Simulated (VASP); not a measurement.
Band structure of Ni (relaxed from the hcp structure, space group P6_3/mmc). These are r2SCAN meta-GGA, VASP's PBE PAW potentials (set 64) (plane waves; VASP) values and carry that method's errors.

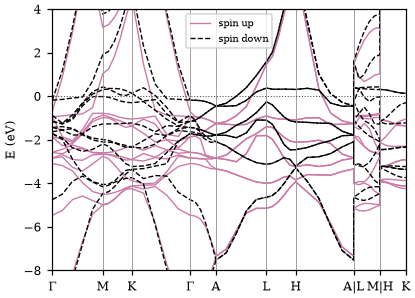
*Bands along high-symmetry lines, zero at the valence-band maximum or, without a gap, the Fermi level*

Task: Read the plot: is there a gap, and where are the band edges?

Result: It has no gap at this level: it comes out as a metal or semimetal.

The structure was generated: Ni was put into the hcp type (P6_3/mmc), which need not be its known phase. It was relaxed first.
